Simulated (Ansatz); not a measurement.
## Electronic structure of Cl$_{3}$FGe···NH$_{2}$ (doublet) in real space

Input

```
crystal:
  periodic: [false, false, false]
  atoms:
    - { symbol: Ge, position_ang: [0.0, 0.0, 0.0] }
    - { symbol: F, position_ang: [0.0, 0.0, 1.93] }
    - { symbol: Cl, position_ang: [2.0935, 0.0, -0.7393] }
    - { symbol: Cl, position_ang: [-1.0456, 1.8115, -0.7393] }
    - { symbol: Cl, position_ang: [-1.0456, -1.8115, -0.7393] }
    - { symbol: "N", position_ang: [0.0, 0.0, 3.51] }
    - { symbol: H, position_ang: [-0.496, -0.7725, 4.04] }
    - { symbol: H, position_ang: [0.496, 0.7725, 4.04] }
magnetization:
  spin_polarized: true
  initial_magnetization: 1
basis:
  gaussian: { orbitals: def2-SVP }
hamiltonian:
  xc: pbe
relax:
  f_tol: 0.15
  max_steps: 25
  restrain:
    - { distance: [1, 5], at: 2.48, k: 30.0 }
    - { distance: [0, 1], at: 1.68, k: 30.0 }
output:
  orbitals: {}
```

Launched as:

```sh
ansatz run input.yaml --threads 4 --pin off --max-ram 5120MiB --backend cpu --events-out ev --progress --plain --runs-dir out
```

The fields are those of the run's last geometry, not of the input's.

Not at a stationary point (largest force 1.0 eV/Å).

Theory: Ansatz, UKS PBE/def2-SVP.

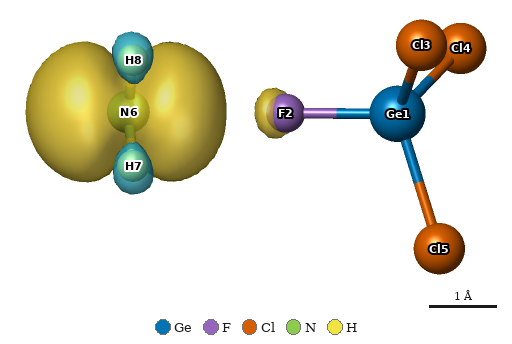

Figure 1. Isosurfaces of the spin density at +0.015 (yellow) and −0.015 e/Å³ (cyan), seen across its widest extent.

### Which atoms carry the spin?

The unpaired spin (1 electron) lies mostly on N6 (about 0.9), in electrons by Hirshfeld's partition.

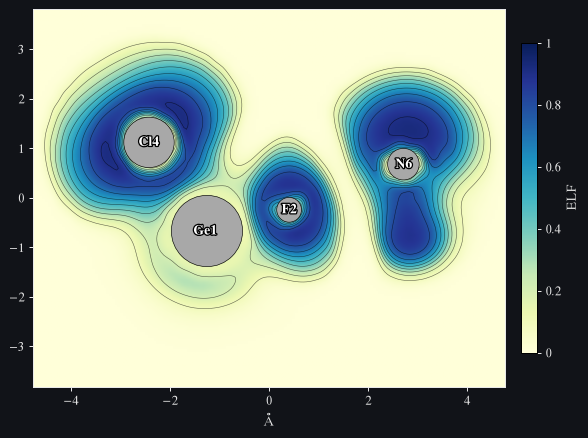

Figure 2. Electron localisation function on the plane of atoms F2, Ge1 and Cl4. Grey discs cover the atomic cores.

### What does the map show?

The section cuts through Ge, F, Cl and N sites. N6···F2 (2.49 Å): the ELF dips to about 0.05 between them. Ge–F (1.71 Å): the ELF peaks at about 0.80 in the valence shell of F, 0.5 Å from its nucleus, and is about 0.25 at the midpoint. Ge–Cl (2.14 Å): the ELF peaks at about 0.80 in the valence shell of Cl, 0.8 Å from its nucleus, and is about 0.65 at the midpoint. The ELF also peaks beside F2, Cl4 and N6, away from the bonds: non-bonding electrons, paired or unpaired.

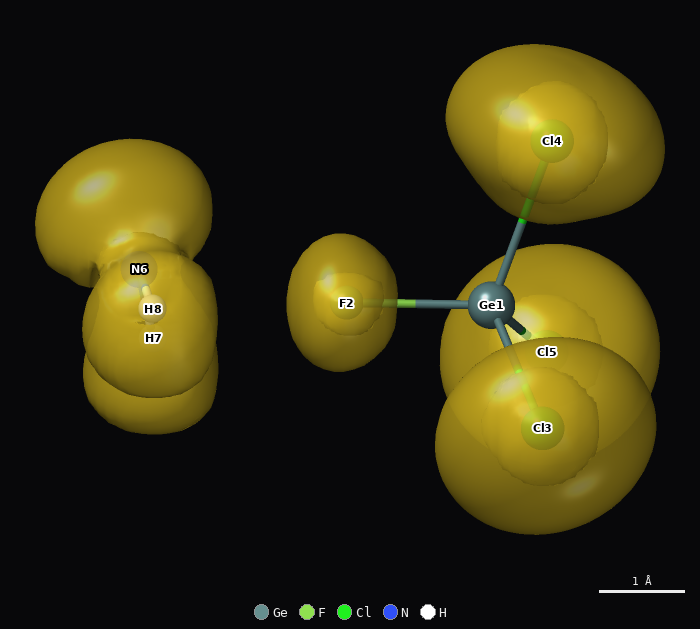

Figure 3. Isosurface of the ELF at 0.75 (yellow), seen from one side. Core shells and regions of very low density are left out.

### Identify the bonds, lone pairs and shells in this picture.

The ELF exceeds this value in three regions wrapped around Cl (the valence shell of each), one region wrapped around F (its valence shell) and one joined region spread over several atoms (H, N), in which their bonds and any lone pairs are merged.
